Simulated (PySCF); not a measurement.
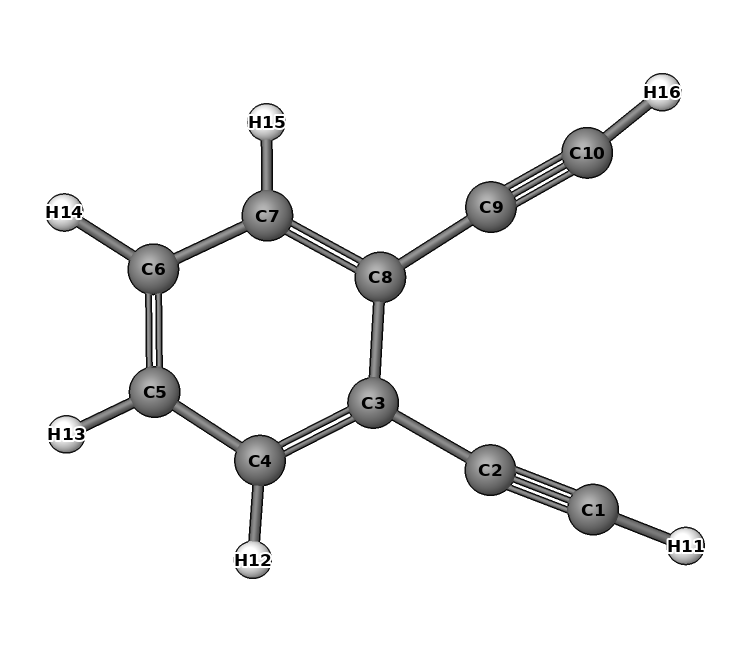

The questions are on isotropic NMR shieldings of the C atoms. Geometry: a frame of a GFN2-xTB molecular-dynamics simulation, not a minimum. Method: GIAO PBE0/pcSseg-1 NMR shielding, non-relativistic, gas phase (PySCF 2.14.0).

Give the isotropic NMR shieldings of the C atoms atom by atom.

```tsv
atom	σ (ppm)
C1	95.5
C2	95.3
C3	55.0
C4	56.8
C5	53.2
C6	51.0
C7	46.0
C8	58.6
C9	97.4
C10	94.1
```
